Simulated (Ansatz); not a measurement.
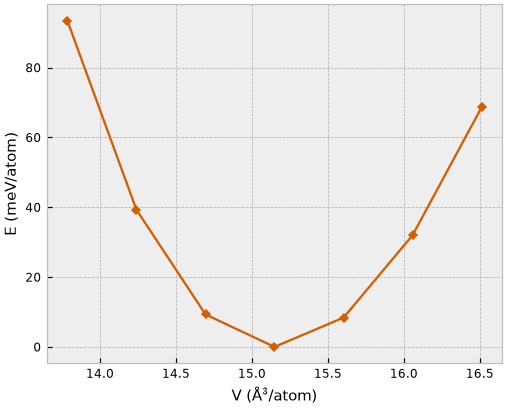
Figure: SiW (rock salt, Fm-3m) under volume change, the program Ansatz at the LDA level (PAW), scaled uniformly.

Question: What does a third-order Birch–Murnaghan fit give for V₀, B₀ and B′?

Answer: V₀ = 15.15 Å³/atom, B₀ = 208 GPa, B′ = 4.1.

A made-up cell: these elements were put on the sites of a structure type; neither database checked (COD, Materials Project) lists it. Whether it is the stable phase at ambient conditions was not checked. The LDA relaxation kept the symmetry of its start. At this level the phase is mechanically unstable. No spin polarisation was allowed. Scalar-relativistic: spin–orbit coupling is off unless named, which matters more the heavier the elements.

Potentials: the later of the program's two PAW sets.
